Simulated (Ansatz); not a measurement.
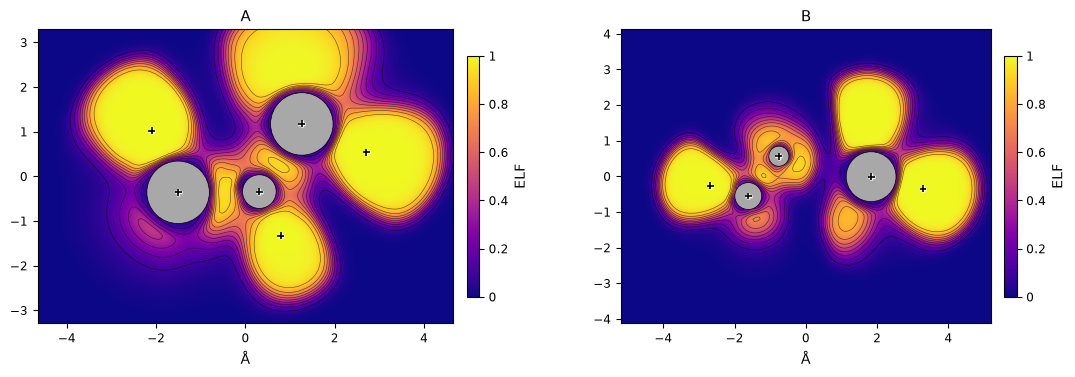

The electron localisation function of 2 systems, each on a plane through atoms (crosses mark nuclei in the plane; grey discs cover the cores).

Theory: RKS B3LYP-D4/def2-SVP in Ansatz 0.2.0.

System 1: CH5Si2 (SMILES [SiH-]=C[SiH3]) (charge −1), the plane of atoms Si3, C2 and H5. 

```yaml
atoms:
  - { symbol: Si, position_ang: [-1.5663, 1.2394, -0.7048] }
  - { symbol: C, position_ang: [-0.2189, 0.0636, -0.6534] }
  - { symbol: Si, position_ang: [0.6316, -0.3876, 0.8908] }
  - { symbol: H, position_ang: [-1.8542, 1.1944, -2.2496] }
  - { symbol: H, position_ang: [0.1536, -0.4395, -1.5612] }
  - { symbol: H, position_ang: [0.5958, -1.8591, 1.2801] }
  - { symbol: H, position_ang: [0.0748, 0.3320, 2.0902] }
  - { symbol: H, position_ang: [2.1287, -0.1158, 0.9458] }
```

System 2: FH3Si···CH4O···H2O, the plane of atoms O2, C3 and H13. 

```xyz
14

Si   -0.9186   -0.1604    1.7243
O     0.9965   -0.3553   -0.1000
C     0.7671   -1.3169   -1.1052
H     0.2611    0.5425    2.2812
H    -2.0333   -0.0230    2.7122
H    -0.7478   -1.6052    1.4483
H    -0.5994    1.7256   -0.7940
F    -1.5221    0.6500    0.4084
H     0.9600    0.5302   -0.5241
O     0.2409    2.0031   -1.2016
H     0.6995   -2.3078   -0.6284
H    -0.1783   -1.1395   -1.6540
H     1.5915   -1.3531   -1.8425
H     0.4828    2.8095   -0.7248
```

> Match each panel to its system.

Panel A is system 1, CH5Si2: the plane holds Si, C and H. C–Si (1.79 Å): the ELF peaks at about 0.95 between the atoms, as expected for a covalent bond. Panel B is system 2, FH3Si···CH4O···H2O: the plane holds Si, O, C and H. C–O (1.41 Å): the ELF peaks at about 0.90 between the atoms, as expected for a shared but strongly polarised pair.
